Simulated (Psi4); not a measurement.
**UOMP2/cc-pVDZ (density fitting for correlation) run of Si2NH6 (SMILES [SiH2]N[SiH3])**

What is the vertical doublet–quartet gap of Si2NH6 at UOMP2/cc-pVDZ (density fitting for correlation)? 

The calculation is run with Psi4 1.11.

2 further runs of the same task are left out: 2 set aside as unsound or not needed. Runs told in other sessions of the task aren't counted.

**1. The structure to begin with**

The species is Si2NH6 (9 atoms), meant as a doublet with charge 0. SMILES: `[SiH2]N[SiH3]`. The coordinates come from a PBE0-D4/def2-TZVP relaxation. This is one conformer, not always the lowest.

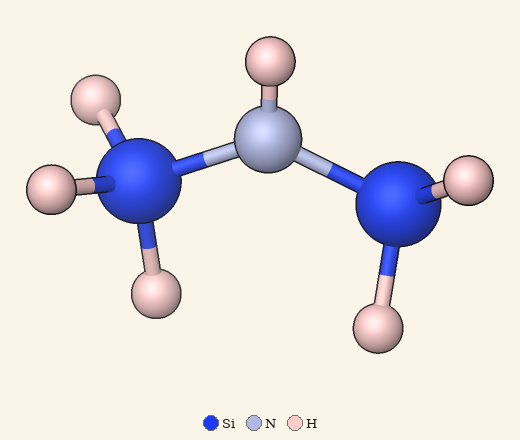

Viewed from a chosen angle; silicon blue, nitrogen light blue, hydrogen pink.

**2. A single-point energy at UOMP2/cc-pVDZ (density fitting for correlation)**

run.py reads:

```python
import numpy as np
from ase.calculators.psi4 import Psi4
from ase import Atoms

mol = Atoms(['Si', 'N', 'Si', 'H', 'H', 'H', 'H', 'H', 'H'], positions=[
    [-1.200900, 0.925300, -0.948400],
    [0.196900, 0.625800, 0.025200],
    [0.611700, -0.820500, 0.880200],
    [-1.616500, -0.372000, -1.554500],
    [-0.842900, 1.913400, -2.010900],
    [0.764100, 1.439300, 0.222200],
    [1.982600, -1.276500, 0.525400],
    [-0.378200, -1.853400, 0.488500],
    [0.571600, -0.627700, 2.355400],
])
calc = Psi4(atoms=mol, method='omp2', basis='cc-pVDZ', memory='2200MB', num_threads=1, charge=0, multiplicity=2, label='psi4-calc', reference='uhf')
calc.psi4.set_options({'puream': True, 'e_convergence': 1e-09, 'd_convergence': 1e-08, 'scf_type': 'pk', 'num_frozen_docc': 11, 'maxiter': 100})
mol.calc = calc

print(f'energy: {mol.get_potential_energy():.6f} eV')
```

Started as:

```console
python run.py
```

psi4-calc.dat:

```text
[...]
  Running in c1 symmetry.
[...]
  Nuclear repulsion =  147.533691464414403
[...]
  Multiplicity = 2
[...]
  Nalpha       = 21
  Nbeta        = 20
[...]
    Number of basis functions: 80
[...]
   @UHF iter   1:  -635.70189477976908   -6.53672e-01   4.99686e-03 ADIIS/DIIS
[...]
   @UHF iter  13:  -635.80034755961412   -7.04858e-12   8.52528e-09 DIIS
[...]
   @S^2 Observed:                7.546938579E-01
[...]
    Orbital Energies [Eh]
    ---------------------
    Alpha Occupied:
       1A    -68.798050     2A    -68.797895     3A    -15.547610
       4A     -6.145502     5A     -6.144206     6A     -4.256274
       7A     -4.250971     8A     -4.250458     9A     -4.250007
      10A     -4.248897    11A     -4.248298    12A     -1.144452
      13A     -0.740902    14A     -0.715324    15A     -0.602691
      16A     -0.531780    17A     -0.512466    18A     -0.484608
      19A     -0.471175    20A     -0.436267    21A     -0.305642
    Alpha Virtual:
      22A      0.131695    23A      0.170111    24A      0.189060
      25A      0.198157    26A      0.216438    27A      0.224716
[...]
  @UHF Final Energy:  -635.80034755961412
   => Energetics <=
    Nuclear Repulsion Energy =            147.5336914644144031
    One-Electron Energy =               -1173.3831110509063365
    Two-Electron Energy =                 390.0490720268778091
    Total Energy =                       -635.8003475596140106
  UHF NO Occupations:
  HONO-2 :   19  A 1.9996156
  HONO-1 :   20  A 1.9981990
  HONO-0 :   21  A 1.0000000
  LUNO+0 :   22  A 0.0018010
  LUNO+1 :   23  A 0.0003844
[...]
 Multipole Moments:
 ------------------------------------------------------------------------------------
     Multipole            Electronic (a.u.)      Nuclear  (a.u.)        Total (a.u.)
 ------------------------------------------------------------------------------------
 L = 1.  Multiply by 2.5417464519 to convert [e a0] to [Debye]
 Dipole X            :         -1.2365110            1.4243407            0.1878297
 Dipole Y            :          1.8294367           -1.5412695            0.2881672
 Dipole Z            :          0.0339679            0.1368717            0.1708397
 Magnitude           :                                                    0.3840658
[...]
	Warning: cc_lambda option is changed to TRUE
	For this residual convergence, default PCG convergence is:     1.00e-07
[...]
	DF-SCS-MP2 Total Energy (a.u.)     :  -636.16768134087033
	DF-SOS-MP2 Total Energy (a.u.)     :  -636.17194248076373
[...]
	DF-SCS-OMP2 Total Energy (a.u.)    :  -636.17122605655652
	DF-SOS-OMP2 Total Energy (a.u.)    :  -636.14575470797206
	DF-SCS(N)-OMP2 Total Energy (a.u.) :  -635.92955294333206
[...]
	DF-OMP2 Total Energy (a.u.)        :  -636.16372033951484
[...]
```

On the terminal:

```text
energy: -17310.896569 eV
```

Run time: 35 s. Hardware: 1 thread of Intel Xeon Platinum 8488C (Sapphire Rapids), shared host; peak memory 0.38 GiB.

**3. The quartet**

run.py reads:

```python
import psi4

psi4.set_memory(2200000000)
psi4.set_num_threads(1)
psi4.set_output_file('h6nsi2.out', False)

mol = psi4.geometry("""
0 4
Si    -1.200900     0.925300    -0.948400
N      0.196900     0.625800     0.025200
Si     0.611700    -0.820500     0.880200
H     -1.616500    -0.372000    -1.554500
H     -0.842900     1.913400    -2.010900
H      0.764100     1.439300     0.222200
H      1.982600    -1.276500     0.525400
H     -0.378200    -1.853400     0.488500
H      0.571600    -0.627700     2.355400
units angstrom
symmetry c1
""")

psi4.set_options({
    'basis': 'cc-pVDZ',
    'reference': 'uhf',
    'puream': True,
    'e_convergence': 1e-09,
    'd_convergence': 1e-08,
    'scf_type': 'pk',
    'num_frozen_docc': 11,
    'maxiter': 100,
})

result, w = psi4.energy('omp2', return_wfn=True)
print('E =', round(result, 9))
```

Started as:

```console
python run.py
```

h6nsi2.out:

```text
[...]
  Running in c1 symmetry.
[...]
  Nuclear repulsion =  147.533691464414403
[...]
  Multiplicity = 4
[...]
  Nalpha       = 22
  Nbeta        = 19
[...]
    Number of basis functions: 80
[...]
   @UHF iter   1:  -635.39180350962113   -3.43581e-01   4.93205e-03 DIIS/ADIIS
[...]
   @UHF iter  20:  -635.57022318897214   -2.16005e-12   5.15604e-09 DIIS
[...]
   @S^2 Observed:                3.763058272E+00
[...]
    Orbital Energies [Eh]
    ---------------------
    Alpha Occupied:
       1A    -68.818452     2A    -68.814379     3A    -15.680714
       4A     -6.167898     5A     -6.164083     6A     -4.276205
       7A     -4.275283     8A     -4.273200     9A     -4.273080
      10A     -4.269331    11A     -4.265779    12A     -1.309193
      13A     -0.805669    14A     -0.792470    15A     -0.673760
      16A     -0.661779    17A     -0.594443    18A     -0.501213
      19A     -0.492956    20A     -0.479497    21A     -0.345200
      22A     -0.109091
    Alpha Virtual:
      23A      0.134372    24A      0.143623    25A      0.162317
[...]
  @UHF Final Energy:  -635.57022318897214
   => Energetics <=
    Nuclear Repulsion Energy =            147.5336914644144031
    One-Electron Energy =               -1171.6715798706047735
    Two-Electron Energy =                 388.5676652172181775
    Total Energy =                       -635.5702231889721361
  UHF NO Occupations:
  HONO-2 :   20  A 1.0000000
  HONO-1 :   21  A 1.0000000
  HONO-0 :   22  A 1.0000000
  LUNO+0 :   23  A 0.0027341
  LUNO+1 :   24  A 0.0015101
[...]
 Multipole Moments:
 ------------------------------------------------------------------------------------
     Multipole            Electronic (a.u.)      Nuclear  (a.u.)        Total (a.u.)
 ------------------------------------------------------------------------------------
 L = 1.  Multiply by 2.5417464519 to convert [e a0] to [Debye]
 Dipole X            :         -1.0447074            1.4243407            0.3796333
 Dipole Y            :          1.4620643           -1.5412695           -0.0792052
 Dipole Z            :          0.1487208            0.1368717            0.2855925
 Magnitude           :                                                    0.4816202
[...]
	Warning: cc_lambda option is changed to TRUE
	For this residual convergence, default PCG convergence is:     1.00e-07
[...]
	DF-SCS-MP2 Total Energy (a.u.)     :  -635.90975105122106
	DF-SOS-MP2 Total Energy (a.u.)     :  -635.91185111602431
[...]
	DF-SCS-OMP2 Total Energy (a.u.)    :  -635.91590890225530
	DF-SOS-OMP2 Total Energy (a.u.)    :  -635.88908027089713
	DF-SCS(N)-OMP2 Total Energy (a.u.) :  -635.69679186693804
[...]
	DF-OMP2 Total Energy (a.u.)        :  -635.91390890175262
[...]
```

On the terminal:

```text
E = -635.913908902
```

It took 39 s on 1 thread of Intel Xeon Platinum 8488C (Sapphire Rapids), shared host; peak memory 0.35 GiB.

**4. Summary of results**

Level: UOMP2/cc-pVDZ (density fitting for correlation), 11 core orbitals frozen.

```
                                                           quantity          value
                                              doublet: total energy  -636.16372 Eh
doublet: HOMO energy (Hartree–Fock orbitals) (highest over α and β)       -8.32 eV
 doublet: LUMO energy (Hartree–Fock orbitals) (lowest over α and β)        1.95 eV
              doublet: correlation energy (11 core orbitals frozen)     -363.4 mEh
                         doublet: ⟨S²⟩ of the reference determinant          0.755
                                              quartet: total energy  -635.91391 Eh
quartet: HOMO energy (Hartree–Fock orbitals) (highest over α and β)       -2.97 eV
 quartet: LUMO energy (Hartree–Fock orbitals) (lowest over α and β)       -1.16 eV
              quartet: correlation energy (11 core orbitals frozen)     -343.7 mEh
                         quartet: ⟨S²⟩ of the reference determinant          3.763
                   vertical energy of the quartet above the doublet       6.798 eV
```

**Reading.** At this shape the quartet lies 6.80 eV (656 kJ/mol) above the doublet.
